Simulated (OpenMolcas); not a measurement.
Predicting a hybrid from its neighbours: CHFGaN

CHFGaN: 5 atoms, total charge 0, spin state singlet. SMILES: `N#[C][GaH][F]`. The coordinates come from a PBE0-D4/def2-TZVP relaxation.

The vertical ionisation energy (to the doublet cation) y, in eV, basis cc-pVDZ; a is the functional's share of exact exchange. Programs: OpenMolcas 26.06.

```
functional     program     a  y (eV)
    r2SCAN  OpenMolcas     0   11.96
    revPBE  OpenMolcas     0   11.56
     B3LYP  OpenMolcas   0.2       ?
      PBE0  OpenMolcas  0.25   12.31
     BHLYP  OpenMolcas   0.5   12.56
```

Problem. Fit y = c + s·a to the known rows and predict B3LYP.

Solution. 
1. Means of the 4 rows: a = 0.1875, y = 12.098.
2. Σ(Δa)² = 0.17188, Σ(Δa·Δy) = 0.28437, so the slope is 0.28437/0.17188 = 1.6545.
3. Intercept: 12.098 − (1.6545) × 0.1875 = 11.788. The largest residual of the fit is 0.23.
4. B3LYP: 11.788 + (1.6545) × 0.2 = 12.12 eV.

The run gave 12.23 eV, so the prediction is off by -0.11 eV, within the largest residual. The rows mix families of semi-local functionals, which the line can't see.

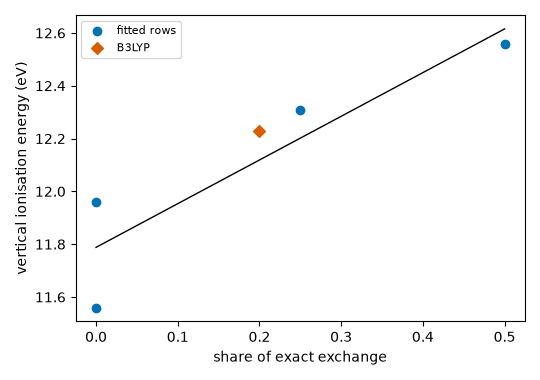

The fitted line, with the withheld row.
